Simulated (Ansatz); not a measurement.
System: C2H6Si···HF.

```yaml
atoms:
  - { symbol: Si, position_ang: [0.2394, 0.0039, -1.0182] }
  - { symbol: F, position_ang: [1.3523, 0.0154, 1.5392] }
  - { symbol: H, position_ang: [2.0464, 0.0238, 0.9393] }
  - { symbol: C, position_ang: [-0.9772, 1.4547, -0.7153] }
  - { symbol: H, position_ang: [-2.0217, 1.2025, -0.8769] }
  - { symbol: H, position_ang: [-0.8743, 1.7468, 0.3319] }
  - { symbol: H, position_ang: [-0.7286, 2.3310, -1.3069] }
  - { symbol: C, position_ang: [-0.9333, -1.4724, -0.7171] }
  - { symbol: H, position_ang: [-1.5585, -1.3395, 0.1629] }
  - { symbol: H, position_ang: [-1.6090, -1.5465, -1.5725] }
  - { symbol: H, position_ang: [-0.4111, -2.4197, -0.6367] }
```

Computed with Ansatz 0.2.0, RHF/6-31G*.

What will maps of the electron density and electron localisation function show?

Answer. Si1···F2 (2.79 Å): the density falls to about 0.09 e/Å³ on the way; the ELF dips to about 0.05 between them.
C–Si (1.92 Å): ρ at the midpoint is about 0.94 e/Å³; the ELF peaks at about 1 between the atoms; a shared electron pair.
C–H (1.09 Å): ρ at the midpoint is about 1.9 e/Å³; the ELF climbs to about 1 towards the hydrogen, as it does in any bond to H: a covalent bond by its length.

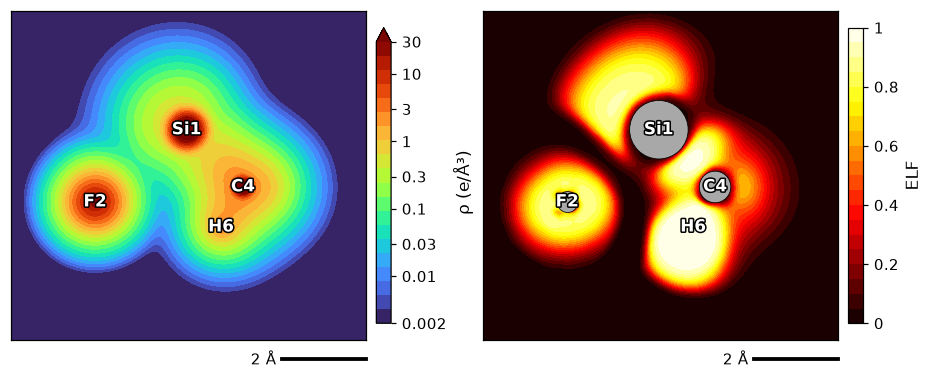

Computed electron density and electron localisation function on the plane of atoms Si1, C4 and H6, in this order. Grey discs cover the atomic cores in the ELF map. 
